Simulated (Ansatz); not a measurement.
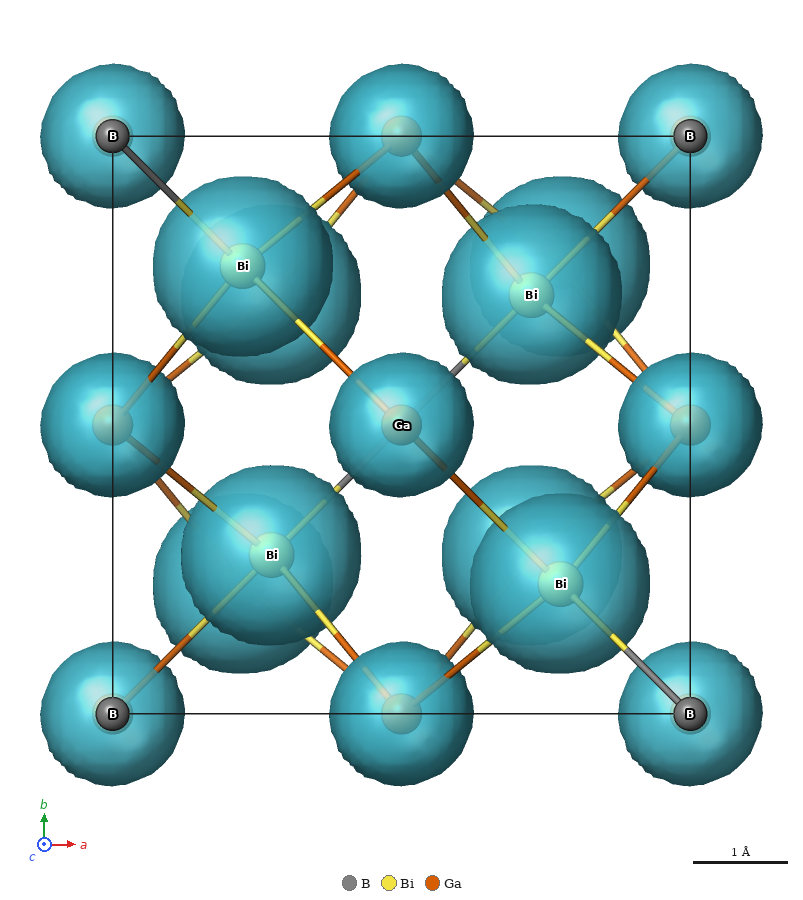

Ga₃Bi₄B. Isosurface of the valence charge density (pseudo) at 0.8 e/Å³ (cyan), seen along the c axis. Sticks mark near contacts.

Space group I-42m; started from the ordered alloy on zincblende lattice prototype, which need not be the ambient phase.

All numbers below come from DFT, HSE06, plane waves, PAW (Ansatz 0.2.0).

The density is the valence pseudo-density of a PAW calculation; it isn't the true density close to the nuclei.

```yaml
crystal:
  lattice:
    - [6.15043, 0.00000, 0.00000]
    - [0.00000, 6.15043, 0.00000]
    - [0.00000, 0.00000, 12.22441]
  atoms:
    - { symbol: B, position: [0.00000, 0.00000, 0.00000] }
    - { symbol: B, position: [0.50000, 0.50000, 0.50000] }
    - { symbol: Bi, position: [0.22481, 0.22481, 0.11646] }
    - { symbol: Bi, position: [0.72481, 0.72481, 0.61646] }
    - { symbol: Ga, position: [0.00000, 0.50000, 0.25000] }
    - { symbol: Ga, position: [0.50000, 0.00000, 0.75000] }
    - { symbol: Bi, position: [0.27519, 0.72481, 0.38354] }
    - { symbol: Bi, position: [0.77519, 0.22481, 0.88354] }
    - { symbol: Ga, position: [0.00000, 0.00000, 0.50000] }
    - { symbol: Ga, position: [0.50000, 0.50000, 0.00000] }
    - { symbol: Bi, position: [0.27519, 0.27519, 0.61646] }
    - { symbol: Bi, position: [0.77519, 0.77519, 0.11646] }
    - { symbol: Ga, position: [0.50000, 0.00000, 0.25000] }
    - { symbol: Ga, position: [0.00000, 0.50000, 0.75000] }
    - { symbol: Bi, position: [0.72481, 0.27519, 0.38354] }
    - { symbol: Bi, position: [0.22481, 0.77519, 0.88354] }
```

### Which contacts does the surface bridge?

At this value the density breaks into separate islands; it holds about 65 % of the electrons treated as valence (semicore included). It bridges none of the near contacts. It is pinched off along the sampled Bi–B (2.42 Å), Ga–Bi (2.73 Å) and Ga–Bi (2.78 Å) contacts. On the grid the lowest density along these lines, outside the cores, is 0.5 e/Å³ (Bi–B, 2.42 Å), 0.37 e/Å³ (Ga–Bi, 2.73 Å) and 0.34 e/Å³ (Ga–Bi, 2.78 Å).
